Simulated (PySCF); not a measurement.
# C₂H₆F₃NSi (SMILES CN[SiH2]C(F)(F)F): what the fields show

| atom | x (Å) | y (Å) | z (Å) |
| --- | --- | --- | --- |
| C | 1.5481 | 0.4197 | 0.8002 |
| N | 0.9107 | 0.6616 | -0.4828 |
| Si | -0.3844 | -0.2057 | -1.1780 |
| C | -1.6249 | -0.4880 | 0.2931 |
| F | -2.8384 | -0.8848 | -0.1433 |
| F | -1.2204 | -1.4470 | 1.1581 |
| F | -1.8419 | 0.6101 | 1.0430 |
| H | 0.8333 | -0.0228 | 1.4871 |
| H | 1.8891 | 1.3668 | 1.2197 |
| H | 2.4046 | -0.2537 | 0.7109 |
| H | 1.5397 | 1.1332 | -1.1163 |
| H | -0.1723 | -1.5672 | -1.6837 |
| H | -1.0475 | 0.6783 | -2.1258 |

Geometry: GFN2-xTB.

Theory: PySCF 2.14.0, wB97X-D/def2-SVPD, SCF density, gas phase.

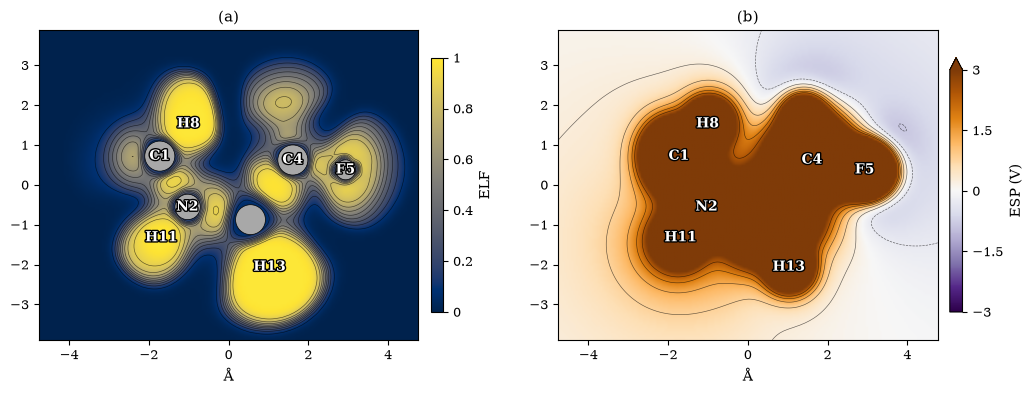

Figure 1. (a) electron localisation function; (b) electrostatic potential on the plane of atoms C1, N2 and H11. Grey discs cover the atomic cores in the ELF map.

Q: What do the fields say about this system?

A: The section cuts through C, N, F and H sites. C–F (1.35 Å): the ELF peaks at about 0.85 between the atoms; a shared but strongly polarised pair. C–N (1.45 Å): the ELF peaks at about 0.95 between the atoms (a covalent bond). N–H (1.01 Å): the ELF climbs to about 1 towards the hydrogen, as it does in any bond to H: a covalent bond by its length. C–H (1.09 Å): the ELF climbs to about 1 towards the hydrogen (an ordinary covalent bond to hydrogen). The ELF also peaks beside F5 and F6, away from the bonds: lone-pair regions. Outside the dense part of the molecule the potential is most negative (−0.8 V) near F5.

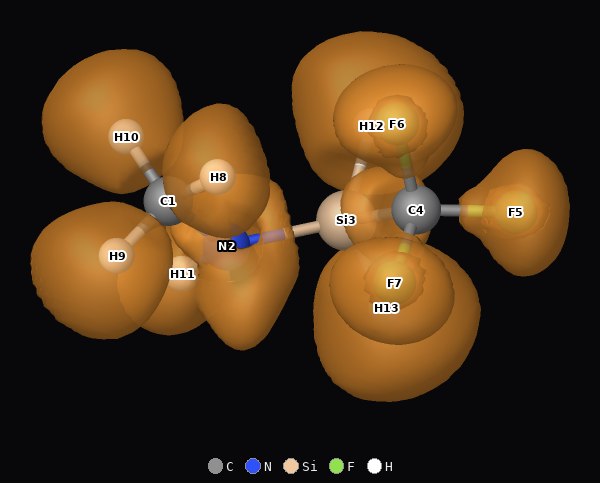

Figure 2. Isosurface of the electron localisation function at 0.75 (orange), seen from one side. Core shells and regions of very low density are left out.

Q: Describe the localisation domains.

A: The surface consists of one region between bonded C–Si atoms (shared pairs), five regions around hydrogen nuclei, three regions on F in which the atom's valence shell and bonds are merged and one joined region spread over several atoms (H, N), in which their bonds and any lone pairs are merged.

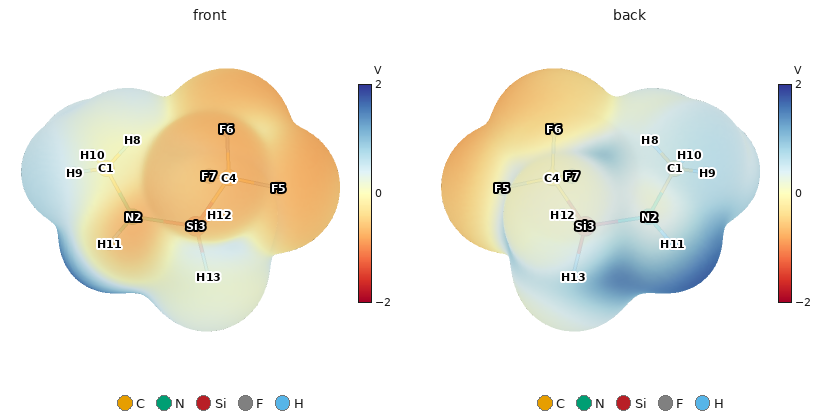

Figure 3. The molecular electrostatic potential painted on the density surface at 0.001 e/bohr³, seen from the front and from behind; the colour scale runs from red (negative) to blue (positive).

Q: Where is the surface potential most negative and most positive?

A: The most negative region (about −0.8 V) lies over N2, F5, F6 and F7, the most positive (about +1.6 V) over H11.

Q: What dipole moment does the calculation give?

A: Its dipole moment is 3.50 D.
